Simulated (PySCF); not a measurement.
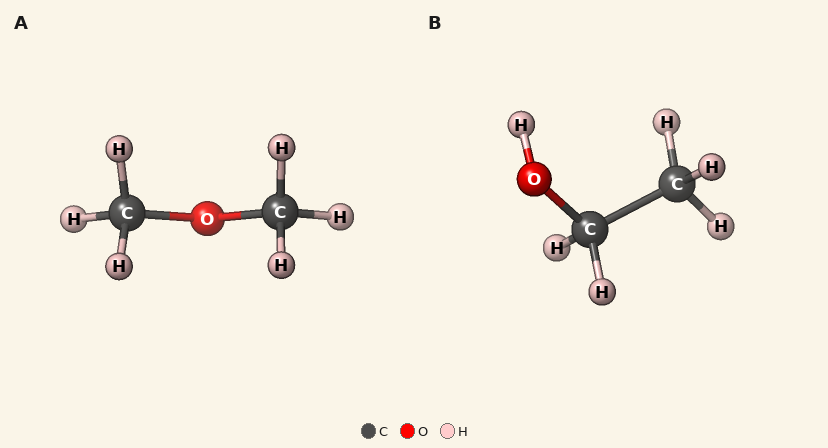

2 stationary structures of one formula. Geometries: PBE0-D3(BJ)/def2-SVP. Electronic energies: PBE0-D3(BJ)/def2-SVP (PySCF 2.14.0), without zero-point energy. No frequency run is at hand to confirm each as a minimum.

Rank them by energy, lowest first.

B is lowest; A lies 10.5 kcal/mol above it. A is `COC`, B is `CCO`.
